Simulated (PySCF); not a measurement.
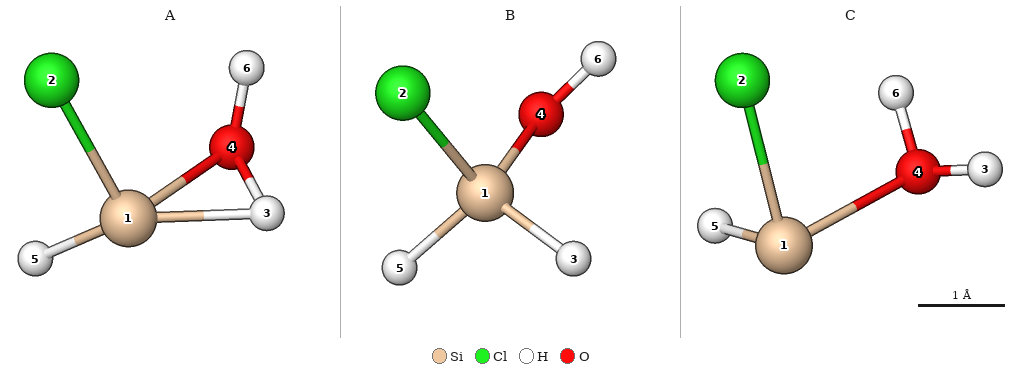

Three geometries of SiH₃OCl: a saddle point and the two minima that it joins, in shuffled order. The picture is a ball-and-stick view, seen at a tilt. Sticks join atoms that are closer than about 1.2 times the sum of their covalent radii (a little more with hydrogen).

Stationary points at PBE0-D4/def2-TZVP, single-point energies with CCSD(T)/CBS, CAM-B3LYP-D4, PBE0-D4 (def2-TZVPP where no basis is named; PySCF 2.14.0). The energies are electronic, without zero-point or thermal terms, and both ends are the minima reached downhill from the saddle, with any fragments still in contact. CCSD(T)/CBS stands for a frozen-core estimate: MP2 correlation extrapolated from def2-TZVPP and def2-QZVPP, CCSD(T) minus MP2 from the smaller set.

### Identify the saddle point and describe the reaction.

Frame A is the saddle point. From C over the saddle to B, a bond forms: Si1–H3 (2.54 → 1.63 → 1.48 Å). A bond breaks: H3–O4 (0.96 → 1.27 → 2.58 Å). Bonds that stay but change much: Si1–O4 (2.06 → 1.87 → 1.63 Å). The saddle has one imaginary mode, 1529i cm⁻¹. With CCSD(T)/CBS the barrier is 1.17 eV from C and 3.58 eV from B, and B lies 2.40 eV below C.

| level | barrier from C (eV) | barrier from B (eV) | B less C (eV) |
| --- | --- | --- | --- |
| CCSD(T)/CBS | 1.17 | 3.58 | −2.40 |
| CAM-B3LYP-D4 | 1.17 | 3.59 | −2.42 |
| PBE0-D4 | 1.08 | 3.40 | −2.32 |

Against CCSD(T)/CBS, CAM-B3LYP-D4 comes closest on the barrier from C (+0.00 eV) and PBE0-D4 misses most (−0.09 eV).
